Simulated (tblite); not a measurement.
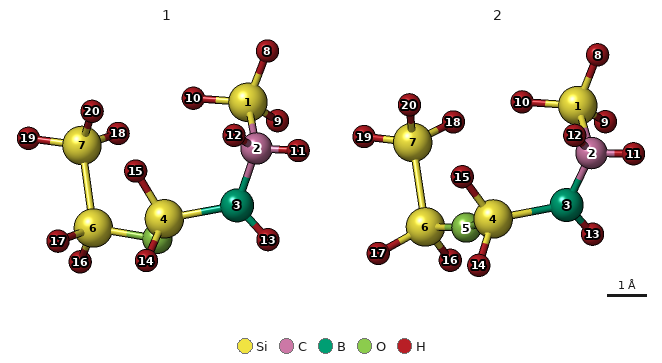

Two geometries of CH13BOSi4, drawn at one scale. One is the start of a relaxation, the other its converged end. The picture is a ball-and-stick view, seen at a tilt.

Method: GFN2-xTB geometry optimisation, gas phase (tblite 0.8.0). 

Question: Which one is relaxed?

Answer: Structure 2 is the relaxed one. The largest move after the best rigid fit is that of H16, 1.01 Å. Largest moves by element: H 1.01 Å, O 0.98 Å, Si 0.58 Å, C 0.18 Å, B 0.10 Å. Among the contacts that change: Si4–Si6 2.759 → 3.215 Å, O5–Si6 1.723 → 1.616 Å, Si4–O5 1.728 → 1.638 Å, C2–B3 1.611 → 1.545 Å. Bond angles that change, for instance: Si4–O5–Si6 106.2° → 162.3°, B3–Si4–H14 109.4° → 119.0°, B3–Si4–H15 108.0° → 117.2°. Groups turn about Si6–Si7 by about 25°, C2–B3 by about 20°. After 117 geometry steps the energy has fallen by 0.979 eV. The run took 1.2 s on 1 thread of Arm Neoverse V1, with other jobs on the host.
